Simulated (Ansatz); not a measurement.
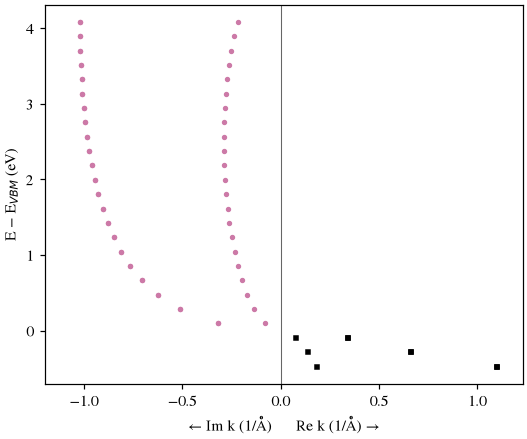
Fig. 1. Complex bands at the centre of the two-dimensional zone; r2SCAN in Ansatz (an electronic-structure program)

The gap is the functional's own. No spin-orbit coupling. Mid-gap values are interpolated on the energy grid.

Task: This is AlN (F-43m, zinc blende, 2 atoms a cell, 10.4 Å³ an atom) along the normal of (111). Read off the slowest decay at the centre of the two-dimensional zone at 2.00 eV, the computed energy nearest the middle of the gap.

Result: κ ≈ 0.28 1/Å, a decay length 1/(2κ) of the density of 1.8 Å.
